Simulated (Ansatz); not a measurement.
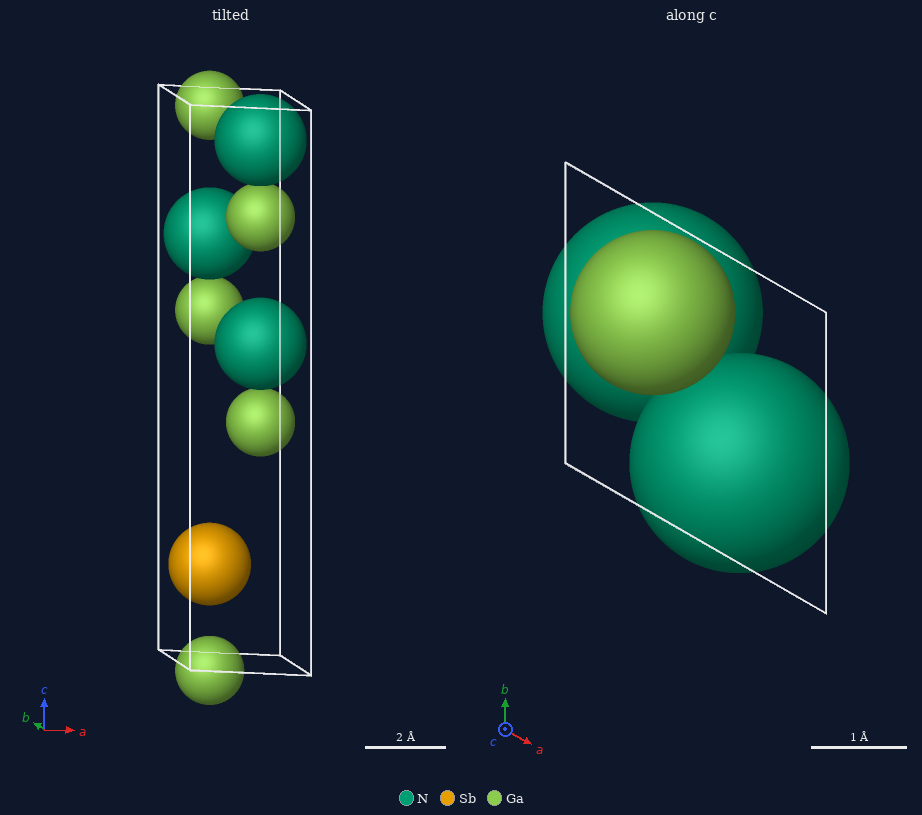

Shown here is a space-filling view of the crystal, taken slightly off an axis and along the c axis. The lines enclose the conventional unit cell; boundary atoms appear with their images.

Ga4SbN3, space group P3m1 (No. 156), a = 3.167 Å, b = 3.167 Å, c = 14.400 Å, α = 90.00°, β = 90.00°, γ = 120.00°. Starting structure: a structure type filled with these elements by a generator (whether the compound takes this form wasn't checked). Earlier steps of the study may have refined or changed the cell and positions. An electronic-structure calculation with Ansatz was run on it.

This one geometry was computed with Ansatz (DFT, plane waves, PAW) at three levels of theory: PBE with spin-orbit coupling, PBE and r2SCAN. It was relaxed beforehand with r2SCAN.

Q: Which level gives the highest pressure at this volume, and what does that say about its equilibrium volume?

A: Highest: PBE with spin-orbit coupling (4.0 GPa) and PBE (4.0 GPa), which points to the largest equilibrium volume. Lowest, with the smallest volume: r2SCAN (0.0 GPa). Levels within 0.5 GPa of each other can't be told apart.

Q: How does the band gap change with the level of theory?

A: All levels give a metal.

Q: Collect the results in a table.

A:
| level | cutoff (eV) | k-mesh of the run's cell | gap (eV) | pressure (GPa) |
| --- | --- | --- | --- | --- |
| PBE with spin-orbit coupling | 420 | 12×12×2 | metal | 4.0 |
| PBE | 420 | 12×12×2 | metal | 4.0 |
| r2SCAN | 500 | 12×12×2 | metal | 0.0 |

Gaps are taken on the k-mesh or band path of each run.
